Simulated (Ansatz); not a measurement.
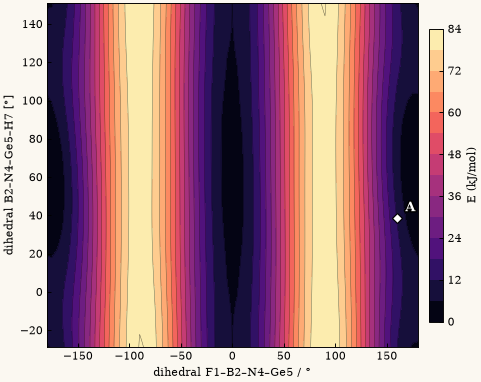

BClFGeH4N, SMILES FB(Cl)[NH][GeH3]. Coordinates scanned: (1) dihedral F1–B2–N4–Ge5; (2) dihedral B2–N4–Ge5–H7. Nothing is relaxed (all other coordinates rigid). The scan uses an 18 × 17 grid. Energies are in kJ/mol, from the lowest grid point. Computed with Ansatz, RKS PBE-D4/def2-SVP.

The picture shows filled contours, the point A. Between grid points the surface is interpolated.

> Is A at rest? If not, where is it pushed?

A, at dihedral F1–B2–N4–Ge5 = 160°, dihedral B2–N4–Ge5–H7 = 38.5°, is not a stationary point. The computed force is 0.81 kJ/mol for each degree towards larger values of dihedral F1–B2–N4–Ge5 and 0.17 kJ/mol for each degree towards larger values of dihedral B2–N4–Ge5–H7.
